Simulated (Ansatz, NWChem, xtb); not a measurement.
## Ligand exchange: CH3K + SnH3(NH2) → KNH2 + SnH3(CH3)

Species: CH3K `[CH3][K]`, singlet; SnH3(NH2), singlet; KNH2 `[NH2][K]`, singlet; SnH3(CH3), singlet. The partners trade CH3 for NH2: K–CH3 and Sn–NH2 bonds give way to K–NH2 and Sn–CH3.

Shapes, held fixed at every level: PBE0-D4/def2-TZVP. Programs: Ansatz 0.2.0, NWChem 7.3.0, xtb 6.7.1. A level may come from different programs for different species; with the same settings they agree closely. The zero-point and thermal change to 298 K, harmonic and unscaled (PBE0-D4/def2-TZVP), is +1.8 kJ/mol.

```json
{"level": "GFN1-xTB", "kind": "semi-empirical", "ΔH(298 K) (kJ/mol)": "-29.5", "less CCSD(T)/def2-TZVPP": "+32.2"}
{"level": "HF/def2-SVP", "kind": "Hartree–Fock", "ΔH(298 K) (kJ/mol)": "-56.8", "less CCSD(T)/def2-TZVPP": "+4.9"}
{"level": "SPW92/def2-TZVPP", "kind": "LDA", "ΔH(298 K) (kJ/mol)": "-57.9", "less CCSD(T)/def2-TZVPP": "+3.8"}
{"level": "r2SCAN-D4/def2-TZVPP", "kind": "meta-GGA", "ΔH(298 K) (kJ/mol)": "-65.9", "less CCSD(T)/def2-TZVPP": "-4.2"}
{"level": "B3LYP-D4/def2-TZVPP", "kind": "global hybrid", "ΔH(298 K) (kJ/mol)": "-57.8", "less CCSD(T)/def2-TZVPP": "+3.9"}
{"level": "PBE0-D4/def2-TZVPP", "kind": "global hybrid", "ΔH(298 K) (kJ/mol)": "-61.2", "less CCSD(T)/def2-TZVPP": "+0.5"}
{"level": "r2SCAN0-D4/def2-TZVPP", "kind": "global hybrid", "ΔH(298 K) (kJ/mol)": "-67.4", "less CCSD(T)/def2-TZVPP": "-5.7"}
{"level": "MP2/def2-TZVPP", "kind": "perturbation theory", "ΔH(298 K) (kJ/mol)": "-66.6", "less CCSD(T)/def2-TZVPP": "-4.9"}
{"level": "CCSD(T)/def2-TZVPP", "kind": "coupled cluster or CI", "ΔH(298 K) (kJ/mol)": "-61.7", "less CCSD(T)/def2-TZVPP": "0.0"}
```

The highest level, CCSD(T)/def2-TZVPP, gives ΔH(298 K) = -61.7 kJ/mol; the levels span -67.4 to -29.5. The column of differences is taken from that level and isn't an error. No measured value is set beside it here. For atoms past krypton def2 sets carry core potentials with scalar relativity. Outer-core shells of K, Sn are correlated, in sets that cover them unevenly.

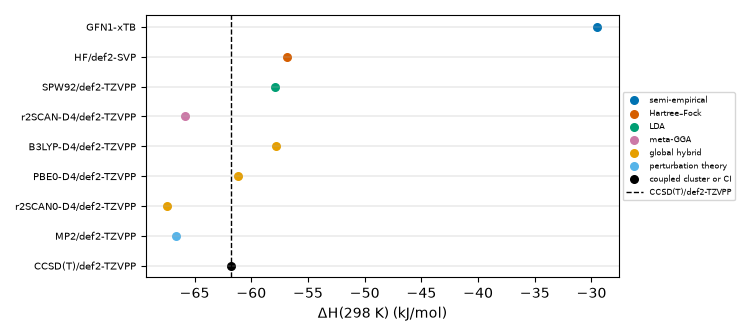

The values of the table, level by level.
